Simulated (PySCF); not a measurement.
Vertical excitations of a molecule C3H7NSi2 from TDDFT-PBE/def2-SVPD (PySCF 2.14.0), as energy in eV (oscillator strength): 3.04 (0.000), 4.52 (0.002), 4.53 (0.031), 5.36 (0.072), 5.41 (0.003), 5.64 (0.000), 5.71 (0.030), 5.74 (0.004), 5.80 (0.030), 6.23 (0.035). Lowest triplet (TDA): 2.66 eV. Coordinates come from a PBE0-D3(BJ)/def2-SVP optimisation. A frequency run showed that this geometry is not a minimum. Other conformers were not sampled.

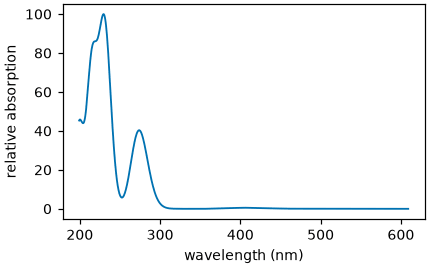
Figure: The lines broadened by 0.4 eV.

Question: Pick the molecule that these values belong to.
A. [SiH3]C1=C[SiH2]C=N1
B. [SiH3]C1=CC=N[SiH2]1
C. [SiH3]C1=C[SiH2]N=C1
D. N#CC=C([SiH3])[SiH3]

Answer: C, [SiH3]C1=C[SiH2]N=C1
